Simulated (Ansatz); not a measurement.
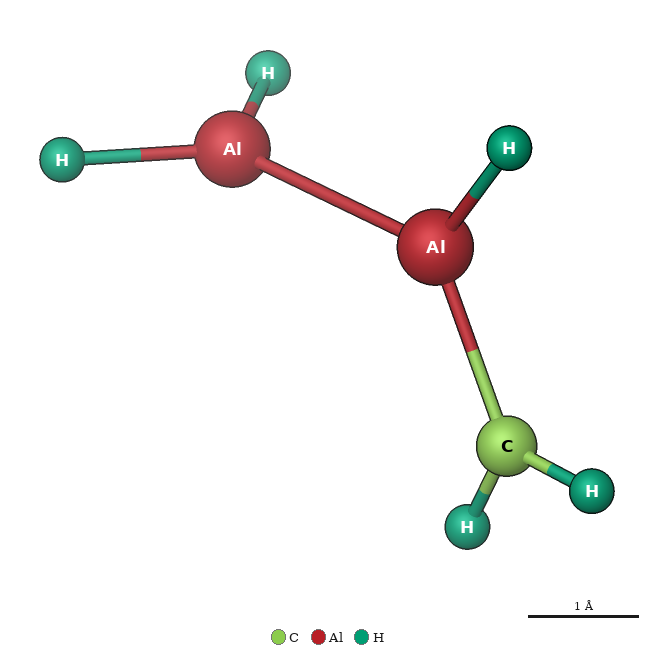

Atoms fade into the background with distance from the viewer. State: neutral, doublet. Computed geometry: PBE0-D4/def2-TZVP optimisation. No frequency run is at hand to confirm it as a minimum. Masses are those of the most abundant isotopes; constants are for the rigid equilibrium geometry.

**Classify the rotor and give the rotational constants (MHz).**

An asymmetric top (Cs): A = 18267, B = 2703, C = 2438 MHz. Ray's parameter κ is −0.97, close to the prolate limit.
